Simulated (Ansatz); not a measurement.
**A computed series for Re: pressure series**

Consider Re (space group R-3m, No. 166; a = 2.754 Å, c = 19.955 Å (hexagonal axes); a cell from a computed database, its experimental status unchecked).

Cell and atoms are relaxed at each pressure.

The values are results of PBEsol in Ansatz (plane waves to 420 eV, PAW, without spin-orbit coupling), not measurements.

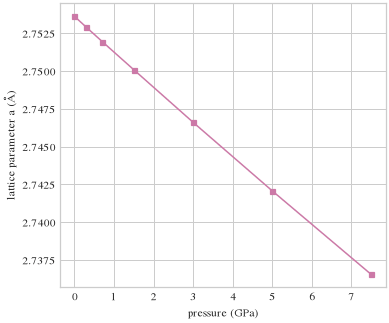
Fig. 1. Lattice parameter a against pressure

```
pressure (GPa)  lattice parameter a
--------------  -------------------
0.3                         2.753 Å
0.7                         2.752 Å
1.5                         2.750 Å
3                           2.747 Å
5                           2.742 Å
7.5                         2.737 Å
```

Load acts through the strain it causes; cell and atoms are relaxed under it. No phonon test of stability was made. No other phases were tried under pressure. All final runs are without spin polarisation. This is not the structure that Re has at room temperature and ambient pressure.

Ansatz is a first-principles code.
